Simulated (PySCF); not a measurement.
# CH2S: the cost of one run

The runs use PySCF 2.14.0, with density-fitted response routines of our own; the level of theory stands in each step. All values are computed, except where a source is named. Atoms count from 0, in the outputs and in this text.

## 1. Starting geometry

4 atoms, charge 0, multiplicity 1; geometry from: MMFF94s. The atoms were then displaced at random by about 0.03 Å, so the start is not that level's minimum.

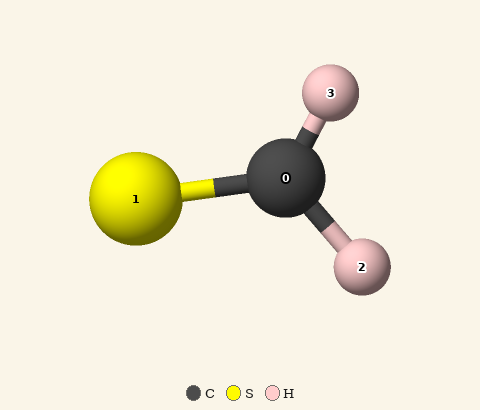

The starting geometry (carbon dark grey, sulfur yellow, hydrogen pink), atoms numbered.

## 2. Optimising the geometry at PBE0-D3(BJ)/def2-SVP

Job settings and geometry (Å):

```
{"job": {"xc": "PBE0", "basis": "def2-SVP", "d3": "d3bj", "grid": 1, "shake": 0.03, "kind": "geom"}, "charge": 0, "multiplicity": 1}
C     -0.056660    -0.062250    -0.177790
S      1.479910    -0.196630    -0.574580
H     -0.772600     0.858530    -0.586930
H     -0.567370    -0.690080     0.437200
```

Launch:

```bash
> OMP_NUM_THREADS=1 python probes_run.py task.json out
```

The driver reads the jobs from task.json and runs them one after another.

**Question.** How long does this first job take on 1 thread of Arm Neoverse V1, shared host, and how much memory does it need?

About 2.9 s, with a peak of 0.24 GiB.
